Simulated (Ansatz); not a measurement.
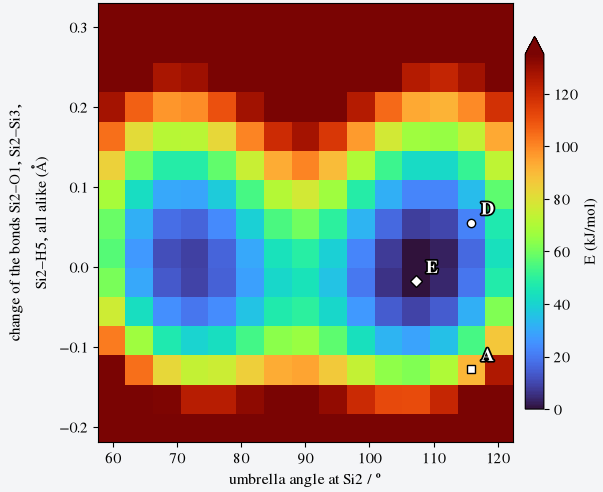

H5OSi2, SMILES O[SiH][SiH3], spin multiplicity 2. Coordinates scanned: (1) umbrella angle at Si2 (between each of its bonds and their common axis; 90 is planar); (2) change of the bonds Si2–O1, Si2–Si3, Si2–H5, all alike. Nothing is relaxed (all other coordinates rigid). Grid: 15 × 15 points. Points are written as (first, second). All energies are given in kJ/mol relative to the lowest grid point. Computed with UHF/def2-TZVP (Ansatz 0.2.0).

Drawn: one coloured cell a grid point, one colour for all values above the top of the scale, lettered points.

### Is D the lowest point of the computed grid?

No. D lies 22 kJ/mol above the lowest grid point, which is at (107.3°, −0.018 Å).

### What kind of point is each of A, D, E: minimum, saddle, maximum or slope?

A: on a slope; D: on a slope; E: minimum. (In these two coordinates alone; a stationary point may lie a little off the grid point.)

### Rank the lettered points by energy, lowest first.

E (0 kJ/mol), D (22 kJ/mol), A (91 kJ/mol).
